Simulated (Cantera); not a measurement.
Charge: 1 mol SiH2Cl2, 1.1 mol N2, 1.6 mol H2, held at 1575 °C.

These are equilibrium values from Cantera (NASA tables, ideal gas, pure condensed phases), not measurements of a reactor. Candidate condensed phases: NH4Cl, Si, Si3N4; 28 gas species. The tables' values for SiCl3, SiCl, SiN are old estimates; treat these amounts as uncertain. Gases not in the tables: Si2H6 and higher silanes. Kinetics and transport are ignored.

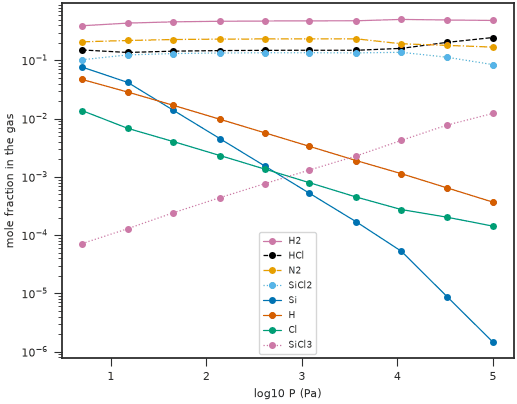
Fig. 1. Equilibrium gas composition (values under 1e-9 drawn at 1e-9)

At 5.00 Pa nothing is condensed. From 15.0 Pa to 37.0 mbar the condensed part is Si(l). From 0.110 bar to 1.00 bar the condensed part is Si3N4(s). The main Si-bearing gas is SiCl2 throughout. The share of Si in condensed phases is highest at 1.00 bar (56.8 %) and lowest at 5.00 Pa (0.0 %).
